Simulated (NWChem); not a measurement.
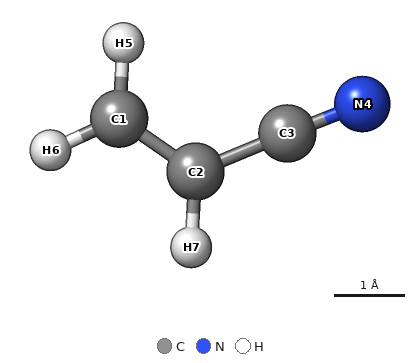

The structure (ball-and-stick view, seen on its broad side; atoms are numbered from 1 in the order of the input). Bond lengths as drawn: C–C 1.33 to 1.42 Å, C–H 1.08 Å and C–N 1.15 Å.

Run report: C₃H₃N, single-point calculation

- system: C₃H₃N, SMILES C=CC#N
- method: CCSD(T)/6-311+G**, RHF (NWChem 7.3.0)

The geometry comes from this level: PBE0-D4/def2-TZVP.

Input
```
start a
title "C3H3N energy"
memory 2200 mb
charge 0

geometry units angstrom noautosym nocenter noautoz
  C    -0.540840    0.829550   -0.350560
  C     0.371580    0.105220    0.289410
  C     0.413320   -1.315880    0.218830
  N     0.465120   -2.465750    0.175380
  H    -1.304630    0.366690   -0.963300
  H    -0.540500    1.909410   -0.272510
  H     1.135950    0.570750    0.902750
end

basis spherical bse
  * library 6-311+G**
end

scf
  thresh 1e-08
  maxiter 80
  print low
end

ccsd
  freeze core 4
  maxiter 60
end

task ccsd(t) energy
```

Run as:
```bash
nwchem a.nw > a.out
```

What the program printed
```
Northwest Computational Chemistry Package (NWChem) 7.3.0
             --------------------------------------------------------

           Job information
           ---------------

    nwchem branch   = 7.3.0
    use scalapack   = T
    input           = a.nw
    prefix          = a.
    data base       = ./a.db
    status          = startup
    nproc           =        1

           Memory information
           ------------------

    heap     =     72089594 doubles =      550.0 Mbytes
    stack    =     72089599 doubles =      550.0 Mbytes
    global   =    144179200 doubles =     1100.0 Mbytes (distinct from heap & stack)
    total    =    288358393 doubles =     2200.0 Mbytes
    verify   = yes
    hardfail = no

           Directory information
           ---------------------

  0 permanent = .
  0 scratch   = .

                                NWChem Input Module
                                -------------------

                                   C3H3N energy
                                   ------------

 Scaling coordinates for geometry "geometry" by  1.889725989
 (inverse scale =  0.529177249)

                             Geometry "geometry" -> ""
                             -------------------------

 Output coordinates in angstroms (scale by  1.889725989 to convert to a.u.)

  No.       Tag          Charge          X              Y              Z
 ---- ---------------- ---------- -------------- -------------- --------------
    1 C                    6.0000    -0.54084000     0.82955000    -0.35056000
    2 C                    6.0000     0.37158000     0.10522000     0.28941000
    3 C                    6.0000     0.41332000    -1.31588000     0.21883000
    4 N                    7.0000     0.46512000    -2.46575000     0.17538000
    5 H                    1.0000    -1.30463000     0.36669000    -0.96330000
    6 H                    1.0000    -0.54050000     1.90941000    -0.27251000
    7 H                    1.0000     1.13595000     0.57075000     0.90275000

      Atomic Mass
      -----------

      C                 12.000000
      N                 14.003070
      H                  1.007825

 Effective nuclear repulsion energy (a.u.)      90.5293772116

            Nuclear Dipole moment (a.u.)
            ----------------------------
        X                 Y               Z
 ---------------- ---------------- ----------------
     7.5797287347   -31.5585373928     3.4783808327

            XYZ format geometry
            -------------------
     7
 geometry
 C                    -0.54084000     0.82955000    -0.35056000
 C                     0.37158000     0.10522000     0.28941000
 C                     0.41332000    -1.31588000     0.21883000
 N                     0.46512000    -2.46575000     0.17538000
 H                    -1.30463000     0.36669000    -0.96330000
 H                    -0.54050000     1.90941000    -0.27251000
 H                     1.13595000     0.57075000     0.90275000

 ==============================================================================
                                internuclear distances
 ------------------------------------------------------------------------------
       center one      |      center two      | atomic units |  angstroms
 ------------------------------------------------------------------------------
    2 C                |   1 C                |     2.51179  |     1.32918
    3 C                |   2 C                |     2.68996  |     1.42346
    4 N                |   3 C                |     2.17669  |     1.15186
    5 H                |   1 C                |     2.04673  |     1.08308
    6 H                |   1 C                |     2.04596  |     1.08268
    7 H                |   2 C                |     2.05030  |     1.08497
 ------------------------------------------------------------------------------
                         number of included internuclear distances:          6
 ==============================================================================

 ==============================================================================
                                 internuclear angles
 ------------------------------------------------------------------------------
        center 1       |       center 2       |       center 3       |  degrees
 ------------------------------------------------------------------------------
    2 C                |   1 C                |   5 H                |   121.57
    2 C                |   1 C                |   6 H                |   120.57
    5 H                |   1 C                |   6 H                |   117.86
    1 C                |   2 C                |   3 C                |   122.70
    1 C                |   2 C                |   7 H                |   121.46
    3 C                |   2 C                |   7 H                |   115.83
    2 C                |   3 C                |   4 N                |   178.87
 ------------------------------------------------------------------------------
                            number of included internuclear angles:          7
 ==============================================================================

 Summary of "ao basis" -> "" (spherical)
 ------------------------------------------------------------------------------
       Tag                 Description            Shells   Functions and Types
 ---------------- ------------------------------  ------  ---------------------
 *                         6-311+G**                  on all atoms

                      Basis "ao basis" -> "ao basis" (spherical)
                      -----
  [basis functions not shown]

 Summary of "ao basis" -> "ao basis" (spherical)
 ------------------------------------------------------------------------------
       Tag                 Description            Shells   Functions and Types
 ---------------- ------------------------------  ------  ---------------------
 C                         6-311+G**                10       22   5s4p1d
 N                         6-311+G**                10       22   5s4p1d
 H                         6-311+G**                 4        6   3s1p

                                 NWChem SCF Module
                                 -----------------

                                   C3H3N energy

  ao basis        = "ao basis"
  functions       =   106
  atoms           =     7
  closed shells   =    14
  open shells     =     0
  charge          =   0.00
  wavefunction    = RHF
  input vectors   = atomic
  output vectors  = ./a.movecs
  use symmetry    = F
  symmetry adapt  = F

 Forming initial guess at       0.0s

 Starting SCF solution at       0.3s

       Final RHF  results
       ------------------

         Total SCF energy =   -169.809730903428
      One-electron energy =   -407.461340856914
      Two-electron energy =    147.122232741913
 Nuclear repulsion energy =     90.529377211572

        Time for solution =     14.0s

                   Four-Index Transformation
                   -------------------------
          Number of basis functions:            106
          Number of shells:                      52
          Number of occupied orbitals:           14
          Number of occ. correlated orbitals:    10
          Block length:                          16
          Superscript MO index range:      5 -   14
          Subscript MO index range:        5 -  106
          MO coefficients read from:  ./a.movecs
          Number of operator matrices in core:  110
          Half-transformed integrals produced

     Pass:    1     Index range:    5  -   14     Time:      2.08
 ------------------------------------------
 MP2 Energy (coupled cluster initial guess)
 ------------------------------------------
 Reference energy:           -169.809730903428061
 MP2 Corr. energy:             -0.572204930351472
 Total MP2 energy:           -170.381935833779522

 ****************************************************************************
              the segmented parallel ccsd program:    1 nodes
 ****************************************************************************

 level of theory    ccsd(t)
 number of core         4
 number of occupied    10
 number of virtual     92
 number of deleted      0
 total functions      106
 number of shells      52
 basis label          566

   ***** ccsd parameters *****
   iprt   =     0
   convi  =  0.100E-05
   maxit  =    60
   mxvec  =     5
 memory            144164220
  Using  1 OpenMP thread(s) in CCSD
  Failed reading restart vector from ./a.t2
  Using MP2 initial guess vector

 iter     correlation     delta       rms       T2     Non-T2      Main
             energy      energy      error      ampl     ampl      Block
                                                time     time      time
   1     -0.5694671926 -5.695D-01  6.103D-02     7.41     0.00     7.15
   2     -0.5903828021 -2.092D-02  1.017D-01     7.57     0.00     7.33
   3     -0.5906926471 -3.098D-04  9.003D-03     7.86     0.00     7.63
   4     -0.5936439063 -2.951D-03  1.433D-03     7.52     0.00     7.30
   5     -0.5940116299 -3.677D-04  1.193D-03     7.49     0.00     7.24
   6     -0.5940058852  5.745D-06  3.439D-04     7.57     0.00     7.34
   7     -0.5940022029  3.682D-06  9.464D-05     7.95     0.00     7.71
   8     -0.5940002204  1.982D-06  7.976D-05     8.11     0.00     7.87
   9     -0.5939968812  3.339D-06  4.139D-05     8.09     0.00     7.84
  10     -0.5939985350 -1.654D-06  2.425D-05     7.74     0.00     7.49
  11     -0.5939986871 -1.521D-07  7.617D-06     7.85     0.00     7.61
  12     -0.5939990589 -3.718D-07  4.406D-06     7.83     0.00     7.58
  13     -0.5939991974 -1.385D-07  8.444D-07     7.74     0.00     7.50
                  *************converged*************

 -----------
 CCSD Energy
 -----------
 Reference energy:            -169.809730903428061
 CCSD corr. energy:             -0.593999197390383
 Total CCSD energy:           -170.403730100818450

 --------------------------------
 Spin Component Scaled (SCS) CCSD
 --------------------------------
 Same spin contribution:                 -0.124538632013085
 Same spin scaling factor:                1.130000000000000
 Opposite spin contribution:             -0.469460565377298
 Opposite spin scaling fact.:             1.270000000000000
 SCS-CCSD correlation energy:            -0.736943572203954
 Total SCS-CCSD energy:                -170.546674475632017
 memory            144164220

*********triples calculation*********

nkpass=    1; nvpass=    1; memdrv=         422556; memtrn=        1038147; memavail=      144163284
 memory available/node                      144163284
 total number of virtual orbitals        92
 number of virtuals per integral pass    92
 number of integral evaluations           1
 number of occupied per triples pass     10
 number of triples passes                 1

 commencing integral evaluation        1 at         102.89
  symmetry use  F
 commencing triples evaluation - blocking       1
 Time for integral evaluation pass     1        5.68
 Time for triples evaluation pass      1       17.02

 pseudo-e(mp4)  -0.28955309495438E-01
 pseudo-e(mp5)   0.12040029925632E-02
        e(t)    -0.27751306502875E-01

 --------------
 CCSD(T) Energy
 --------------
 Reference energy:                    -169.809730903428061

 CCSD corr. energy:                     -0.593999197390383
 T(CCSD) corr. energy:                  -0.028955309495438
 Total CCSD+T(CCSD) energy:           -170.432685410313894

 CCSD corr. energy:                     -0.593999197390383
 (T) corr. energy:                      -0.027751306502875
 Total CCSD(T) energy:                -170.431481407321314

 routine      calls  cpu(0)   cpu-min  cpu-ave  cpu-max   i/o
 aoccsd          1     0.01     0.01     0.01     0.01    0.00
 iterdrv         1     0.02     0.02     0.02     0.02    0.00
 pampt          13     0.10     0.10     0.10     0.10    0.00
 t2pm           13     0.23     0.23     0.23     0.23    0.00
 sxy            13     1.58     1.58     1.58     1.58    0.00
 ints     24257064    73.29    73.29    73.29    73.29    0.00
 t2eri       17914    17.16    17.16    17.16    17.16    0.00
 idx2        17914     2.69     2.69     2.69     2.69    0.00
 idx34          13     0.20     0.20     0.20     0.20    0.00
 ht2pm          13     0.27     0.27     0.27     0.27    0.00
 itm            13     2.54     2.54     2.54     2.54    0.00
 pdiis          13     0.03     0.03     0.03     0.03    0.00
 triples         1     0.00     0.00     0.00     0.00    0.00
 rdtrpo          1     0.01     0.01     0.01     0.01    0.00
 trpmos          1     5.68     5.68     5.68     5.68    0.00
 trpdrv          1     1.02     1.02     1.02     1.02    0.00
 dovvv      101200    11.73    11.73    11.73    11.73    0.00
 doooo      101200     1.44     1.44     1.44     1.44    0.00
 tengy       92000     2.80     2.80     2.80     2.80    0.00
 Total               120.81   120.81   120.81   120.81    0.00

 Task  times  cpu:      139.8s     wall:      139.8s
 Total times  cpu:      139.8s     wall:      139.8s
```

Key numbers

| quantity | value |
| --- | --- |
| outcome | converged |
| total energy | −170.431481 hartree |
| SCF energy | −169.809731 hartree |
| MP2 energy | −170.381936 hartree |
| CCSD energy | −170.403730 hartree |
| correlation energy | −0.621751 hartree |
| (T) correction | −0.027751 hartree |
| basis functions | 106 |
| hardware | 1 thread of AMD EPYC (Zen 5), 32 GiB of memory available, shared host |
| wall time | 2.3 min |
| peak memory | 0.34 GiB |
